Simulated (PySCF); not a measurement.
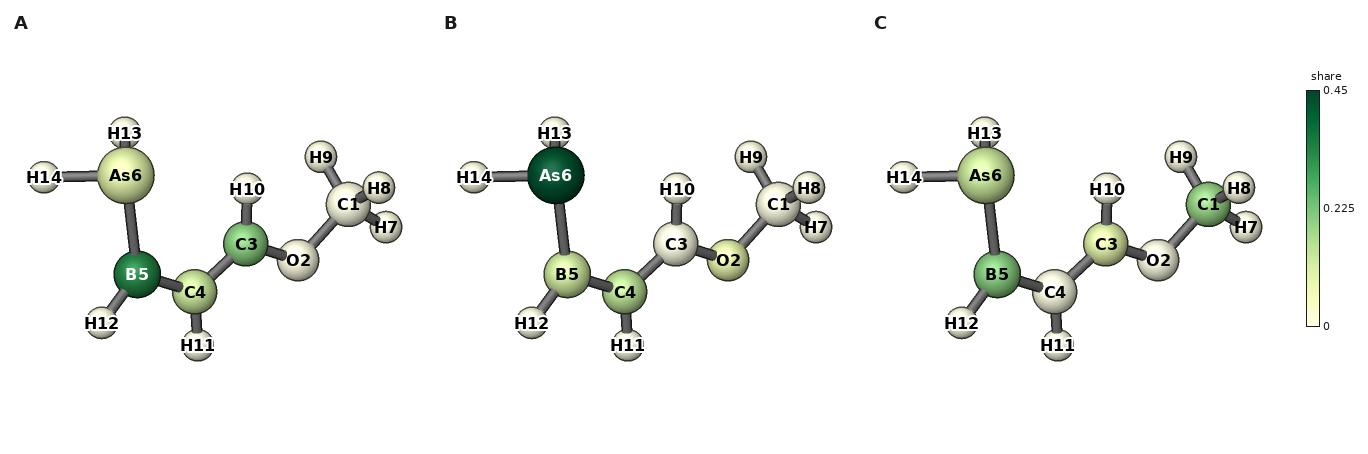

Each panel colours the atoms by their Löwdin share in one orbital (up to four of the largest shares; other atoms are shown as zero). Computed geometry: GFN2-xTB optimisation. No frequency run is at hand to confirm it as a minimum. Level of theory: CAM-B3LYP/def2-SVPD (PySCF 2.14.0).

> The panels show the HOMO, LUMO, LUMO+1, in some order. Which is which?

A: LUMO, −0.66 eV; B5 0.34, C3 0.21, C4 0.13, As6 0.09
B: HOMO, −8.02 eV; As6 0.43, C4 0.15, B5 0.12, O2 0.09
C: LUMO+1, 1.00 eV; B5 0.21, C1 0.19, As6 0.13, C3 0.09

The geometry is semi-empirical. Around As, B such bond lengths and angles can be off by a tenth of an ångström or more and by several degrees, and values that hang on the shape move with them.
